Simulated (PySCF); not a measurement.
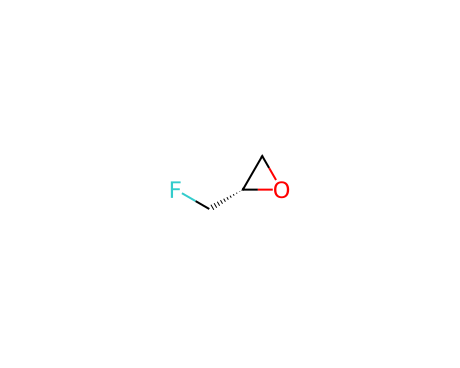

The computed structure is the end point of a PBE0-D3(BJ)/def2-SVP optimisation. No frequency run is at hand to confirm it as a minimum. Method: PBE0/6-311+G(2d,p), gas phase (PySCF 2.14.0).

Q: What is the dipole moment?

A: 0.54 D.

Q: Estimate the HOMO energy (Kohn–Sham orbital).

A: −8.27 eV.

Q: Estimate the HOMO–LUMO gap.

A: 8.72 eV.
